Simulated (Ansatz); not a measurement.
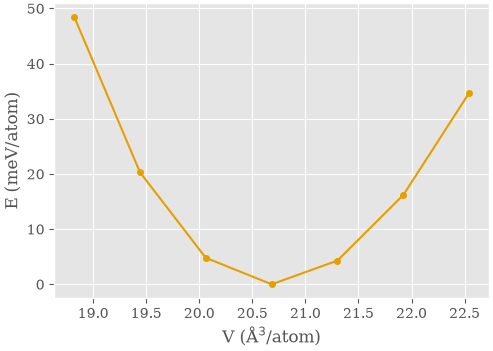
Figure. BaO (rock salt, Fm-3m) under volume change, PBEsol (plane waves, PAW; program Ansatz), scaled uniformly.

Q: What does a third-order Birch–Murnaghan fit give for V₀, B₀ and B′?

A: V₀ = 20.68 Å³/atom, B₀ = 77.7 GPa, B′ = 4.6.

The PBEsol relaxation kept the symmetry of its start. Spin–orbit coupling is left out wherever it is not named.

Potentials: the later of the program's two PAW sets.
